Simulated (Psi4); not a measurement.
**BSiH3OF2 (SMILES FB(F)O[SiH3]), step by step**

Aim: a structure relaxation (TPSSh-D3(BJ)/def2-SVP), then the harmonic vibrations of BSiH3OF2. Input form: a Python script.

Program for the calculation: Psi4 1.11.

**1. The molecule**

BSiH3OF2: 8 atoms, total charge 0, spin state singlet. SMILES: `FB(F)O[SiH3]`. The coordinates come from a PBE0-D4/def2-TZVP (4 decimals) relaxation. The run starts from this shape.

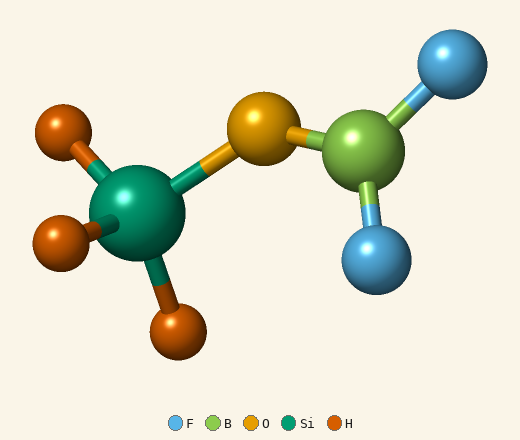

Viewed from a chosen angle; fluorine blue, boron green, oxygen amber, silicon teal, hydrogen orange.

**2. A geometry optimisation at TPSSh-D3(BJ)/def2-SVP (density fitting) (run 1)**

Input file bf2h3osi.sdf:

```

     RDKit          3D

  8  7  0  0  0  0  0  0  0  0999 V2000
    1.6446   -1.9362    1.0918 F   0  0  0  0  0  0  0  0  0  0  0  0
    0.5857   -1.2617    0.6877 B   0  0  0  0  0  0  0  0  0  0  0  0
   -0.6077   -1.7939    0.9224 F   0  0  0  0  0  0  0  0  0  0  0  0
    0.7266   -0.0844    0.0648 O   0  0  0  0  0  0  0  0  0  0  0  0
   -0.3451    1.0149   -0.5682 Si  0  0  0  0  0  4  0  0  0  0  0  0
   -1.2346    1.5176    0.5061 H   0  0  0  0  0  0  0  0  0  0  0  0
    0.4695    2.1165   -1.1249 H   0  0  0  0  0  0  0  0  0  0  0  0
   -1.1469    0.3700   -1.6355 H   0  0  0  0  0  0  0  0  0  0  0  0
  2  1  1  0
  3  2  1  0
  4  2  1  0
  5  4  1  0
  6  5  1  0
  7  5  1  0
  8  5  1  0
M  END
$$$$
```

Input file bf2h3osi.py:

```python
import psi4
from rdkit import Chem

psi4.set_memory(1600000000)
psi4.set_num_threads(1)
psi4.core.set_output_file('run.log', False)

rd = Chem.SDMolSupplier('bf2h3osi.sdf', removeHs=False, sanitize=False)[0]
xyz = rd.GetConformer().GetPositions()
atoms = '\n'.join(f'{a.GetSymbol()} {x:.4f} {y:.4f} {z:.4f}' for a, (x, y, z) in zip(rd.GetAtoms(), xyz))
mol = psi4.geometry('0 1\n' + atoms + '')

psi4.set_options({
    'basis': 'def2-SVP',
    'reference': 'rks',
    'geom_maxiter': 60,
})

e_tot, wfn = psi4.optimize('tpssh-d3bj2b', molecule=mol, return_wfn=True)
print(f'tpssh-d3bj2b energy: {e_tot:.10f} Eh')
print(mol.to_string(dtype='xyz', units='Angstrom'))
```

Launch:

```bash
python bf2h3osi.py
```

run.log:

```text
[...]
  Running in c1 symmetry.
[...]
  Nuclear repulsion =  220.428958488731269
[...]
  Multiplicity = 1
[...]
  Nalpha       = 24
  Nbeta        = 24
[...]
    Number of basis functions: 89
[...]
   @DF-RKS iter   1:  -590.77198345217096   -4.37332e-01   8.22193e-03 ADIIS/DIIS
[...]
   @DF-RKS iter   8:  -590.96316408655036    0.00000e+00   3.64795e-09 DIIS
[...]
    Orbital Energies [Eh]
    ---------------------
    Doubly Occupied:
       1A    -66.024528     2A    -24.618460     3A    -24.614362
       4A    -19.090289     5A     -6.830846     6A     -5.262969
       7A     -3.616632     8A     -3.612880     9A     -3.612837
      10A     -1.187360    11A     -1.158087    12A     -0.997440
      13A     -0.590507    14A     -0.537350    15A     -0.509703
      16A     -0.481332    17A     -0.471150    18A     -0.413671
      19A     -0.405966    20A     -0.402951    21A     -0.390549
      22A     -0.372069    23A     -0.328953    24A     -0.328184
[...]
  @DF-RKS Final Energy:  -590.96316408655036
   => Energetics <=
    Nuclear Repulsion Energy =            218.9310802883853739
    One-Electron Energy =               -1253.6578066709646464
    Two-Electron Energy =                 494.1542121913464598
    DFT Exchange-Correlation Energy =     -50.3852011892292211
    Empirical Dispersion Energy =          -0.0054487060883493
    VV10 Nonlocal Energy =                  0.0000000000000000
    Total Energy =                       -590.9631640865503641
[...]
 Multipole Moments:
 ------------------------------------------------------------------------------------
     Multipole            Electronic (a.u.)      Nuclear  (a.u.)        Total (a.u.)
 ------------------------------------------------------------------------------------
 L = 1.  Multiply by 2.5417464519 to convert [e a0] to [Debye]
 Dipole X            :          3.0257755           -3.3608427           -0.3350672
 Dipole Y            :         -7.9800262            8.5486565            0.5686303
 Dipole Z            :          4.3917934           -4.7097627           -0.3179693
 Magnitude           :                                                    0.7326083
[...]
  -Total Gradient:
     Atom            X                  Y                   Z
    ------   -----------------  -----------------  -----------------
       1        0.000074065141    -0.000130684024     0.000070614880
       2        0.000010001900     0.000236061817    -0.000117350681
       3       -0.000012321803    -0.000082585231     0.000039890153
       4       -0.000019362707    -0.000150396390     0.000077853503
       5        0.000068318147    -0.000028733819     0.000018196275
       6        0.000021594369    -0.000018969092     0.000013529311
       7        0.000024822867    -0.000026576572     0.000014638596
       8        0.000021037405    -0.000020853149     0.000009928060
[...]
    Final optimized geometry and variables:
    Molecular point group: c1
    Full point group: C1
    Geometry (in Angstrom), charge = 0, multiplicity = 1:
    F            1.375944996401    -1.391775194900     0.801766857457
    B            0.317168117034    -0.708620099063     0.392049022009
    F           -0.886957059536    -1.234429429273     0.622227512239
    O            0.469207354541     0.473026782814    -0.233045787130
    SI          -0.625764700304     1.585890588638    -0.873820250321
    H           -1.515548155352     2.087345638619     0.203507568767
    H            0.185742255273     2.690446257781    -1.432539216826
    H           -1.428360502456     0.938221909812    -1.941612083565
[...]
```

Standard output:

```text
Some dependencies such as QCElemental have not yet finished migration to pydantic v2. If issues are encountered please downgrade pydantic or upgrade QCElemental as appropriate
	Energy has increased in a minimization.
	Energy ratio indicates iffy step.
	Intrafrag trust radius decreased to   0.25.
Optimizer: Optimization complete!
tpssh-d3bj2b energy: -590.9631640866 Eh
8
0 1 BF2H3OSi
F                     1.375944996401    -1.391775194900     0.801766857457
B                     0.317168117034    -0.708620099063     0.392049022009
F                    -0.886957059536    -1.234429429273     0.622227512239
O                     0.469207354541     0.473026782814    -0.233045787130
Si                   -0.625764700304     1.585890588638    -0.873820250321
H                    -1.515548155352     2.087345638619     0.203507568767
H                     0.185742255273     2.690446257781    -1.432539216826
H                    -1.428360502456     0.938221909812    -1.941612083565
```

Run time: 2.1 min. Hardware: 1 thread of Intel Xeon Platinum 8259CL at 2.50GHz (Skylake/Cascade Lake), shared host; peak memory 1.2 GiB.

The path in brief:

```tsv
step	energy from the first frame kept (eV)	largest force (eV/Å)
0	0.0000	0.7027
1	-0.0131	0.1963
2	-0.0137	0.0505
3	-0.0132	0.1308
4	-0.0138	0.0190
5	-0.0138	0.0201
6	-0.0139	0.0136
```

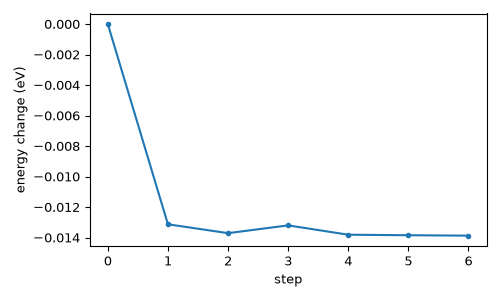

Energy along the run.

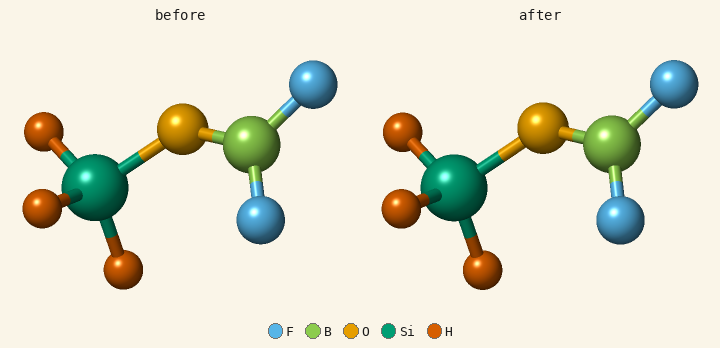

Before and after, at one scale.

After the run. Bond lengths: F1–B2 1.325 Å, B2–F3 1.334 Å, B2–O4 1.345 Å, O4–Si5 1.688 Å, Si5–H6 1.485 Å, Si5–H7 1.480 Å, Si5–H8 1.485 Å. Angles: F1–B2–F3 117.7°, F1–B2–O4 120.4°, F3–B2–O4 121.9°, B2–O4–Si5 133.0°, O4–Si5–H6 109.6°, O4–Si5–H7 106.2°, O4–Si5–H8 109.6°, H6–Si5–H7 110.5°, H6–Si5–H8 110.2°, H7–Si5–H8 110.5°.

**3. The harmonic vibrations at TPSSh-D3(BJ)/def2-SVP (density fitting) (run 2)**

Input file run.py:

```python
import psi4

psi4.set_memory(1600000000)
psi4.set_num_threads(1)
psi4.core.set_output_file('bf2h3osi.out', False)

m = psi4.geometry("""
0 1
F      3.11564626    -3.68667426     2.08017272
B      1.11484960    -2.39569840     1.30591980
F     -1.16061876    -3.38933341     1.74089318
O      1.40216167    -0.16270920     0.12466145
Si    -0.66703553     1.94029898    -1.08622780
H     -2.34848360     2.88791159     0.94962706
H      0.86649045     4.02760730    -2.14205370
H     -2.18372216     0.71638195    -3.10406224
units au
""")

psi4.set_options({
    'basis': 'def2-SVP',
    't': 298.15,
    'rotational_symmetry_number': 1,
})

e_tot, wfn = psi4.frequencies("tpssh-d3bj2b", return_wfn=True)
print(f'tpssh-d3bj2b energy: {e_tot:.10f} Eh')
print('wavenumbers / cm^-1:', wfn.frequencies().np.round(1))
```

Launch:

```bash
python run.py
```

bf2h3osi.out, shortened:

```text
[...]
  Running in c1 symmetry.
[...]
  Nuclear repulsion =  218.931074092606394
[...]
  Multiplicity = 1
[...]
  Nalpha       = 24
  Nbeta        = 24
[...]
    Number of basis functions: 89
[...]
   @DF-RKS iter   1:  -590.77464241589337   -4.80978e-01   8.17088e-03 DIIS/ADIIS
[...]
   @DF-RKS iter  11:  -590.96316315855881   -1.18234e-11   4.94991e-09 DIIS
[...]
  @DF-RKS Final Energy:  -590.96316315855881
   => Energetics <=
    Nuclear Repulsion Energy =            218.9280387828179641
    One-Electron Energy =               -1253.6514075367840633
    Two-Electron Energy =                 494.1507049771216771
    DFT Exchange-Correlation Energy =     -50.3850508270713178
    Empirical Dispersion Energy =          -0.0054485546432211
    VV10 Nonlocal Energy =                  0.0000000000000000
    Total Energy =                       -590.9631631585588138
[...]
 Multipole Moments:
[...]
  -Total Gradient:
     Atom            X                  Y                   Z
    ------   -----------------  -----------------  -----------------
       1        0.000074071449    -0.000132490281     0.000069613461
       2        0.000011861886     0.000243702435    -0.000118792804
       3       -0.000012844841    -0.000082976994     0.000040433234
       4        0.000002671837    -0.000127334566     0.000086003546
       5        0.000387115242     0.000288431757     0.000218932480
       6        0.000064597527     0.000027483724     0.000027754369
       7       -0.000107815058    -0.000207841388     0.000159619544
       8       -0.000231521440    -0.000232095182    -0.000356785420
[...]
  ==> Harmonic Vibrational Analysis <==
[...]
  Freq [cm^-1]                 50.1494             92.6315             104.5638
[...]
  IR activ [km/mol]             0.0096              0.8603              0.3438
[...]
  Freq [cm^-1]                 403.8185            489.1302            667.0204
[...]
  IR activ [km/mol]            14.4464             13.3313             28.5623
[...]
  Freq [cm^-1]                 696.5006            731.8219            751.1609
[...]
  IR activ [km/mol]            24.3267             96.0850             57.3503
[...]
  Freq [cm^-1]                 963.0375            963.9490            986.0974
[...]
  Freq [cm^-1]                1015.1787           1411.7348           1487.0037
[...]
  Freq [cm^-1]                2279.4905           2284.0103           2307.4963
[...]
```

On the terminal:

```text
Warning: used thermodynamics relations inappropriate for low-frequency modes: ['50.1494' '92.6315' '104.5638' '403.8185' '489.1302']
tpssh-d3bj2b energy: -590.9631640863 Eh
wavenumbers / cm^-1: [  50.1   92.6  104.6  403.8  489.1  667.   696.5  731.8  751.2  963.
  963.9  986.1 1015.2 1411.7 1487.  2279.5 2284.  2307.5]
```

Run time: 14 min. Hardware: 1 thread of Intel Xeon Platinum 8259CL at 2.50GHz (Skylake/Cascade Lake), shared host; peak memory 1.2 GiB.

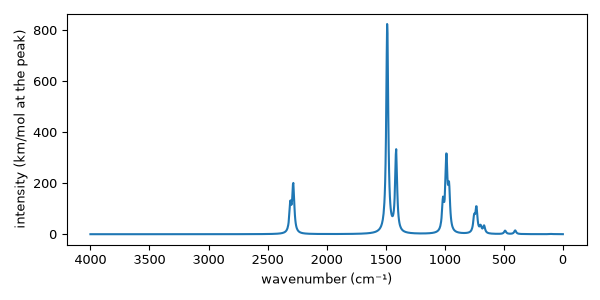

Harmonic infrared spectrum, unscaled, lines broadened by 10 cm⁻¹.

**4. Outcome**

```
                                                                               quantity             value
                                  run 1, TPSSh-D3(BJ)/def2-SVP: total energy at the end     -590.96316 Eh
                                            run 1, TPSSh-D3(BJ)/def2-SVP: dipole moment            1.86 D
                                              run 1, TPSSh-D3(BJ)/def2-SVP: HOMO energy          -8.93 eV
                                              run 1, TPSSh-D3(BJ)/def2-SVP: LUMO energy          -0.05 eV
                                            run 1, TPSSh-D3(BJ)/def2-SVP: HOMO–LUMO gap           8.88 eV
                                        run 1, TPSSh-D3(BJ)/def2-SVP: dispersion energy     -14.31 kJ/mol
                               run 2, TPSSh-D3(BJ)/def2-SVP: lowest harmonic wavenumber           50 cm⁻¹
                              run 2, TPSSh-D3(BJ)/def2-SVP: highest harmonic wavenumber         2308 cm⁻¹
                                        run 2, TPSSh-D3(BJ)/def2-SVP: zero-point energy      105.8 kJ/mol
run 2, TPSSh-D3(BJ)/def2-SVP: ideal-gas entropy at 298.15 K (symmetry number 1 as used)  81.2 cal/(mol K)
```

The optimisation (run 1, TPSSh-D3(BJ)/def2-SVP) took 7 steps and changed the energy by -0.014 eV. All 18 modes (run 2, TPSSh-D3(BJ)/def2-SVP) are real, so the shape is a minimum at this level.
